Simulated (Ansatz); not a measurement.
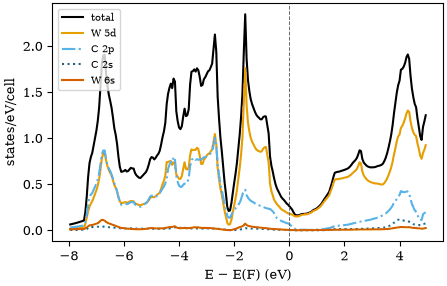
Fig. 1. Total and projected density of states of WC in space group P-6m2 (No. 187; W on 1a, C on 1f), the program Ansatz at the r²SCAN level (PAW)

### Question
Which orbitals carry the states next to the Fermi level?

### Answer
Within 0.5 eV of the Fermi level: W 5d 71 %, C 2p 22 %. Projections are on Löwdin-orthogonalised atomic valence shells; empty p or d shells of many metals are not among them.

### Question
Where is the tallest occupied peak in this window, and what makes it?

### Answer
Near -1.6 eV, about 2.3 states/eV per cell; the largest projected share is W 5d.

The r²SCAN relaxation kept the symmetry of its start; of distortions, only those at the zone centre were tested. The run is not spin-polarised. Spin–orbit coupling is left out wherever it is not named.

Potentials: the later of the program's two PAW sets.
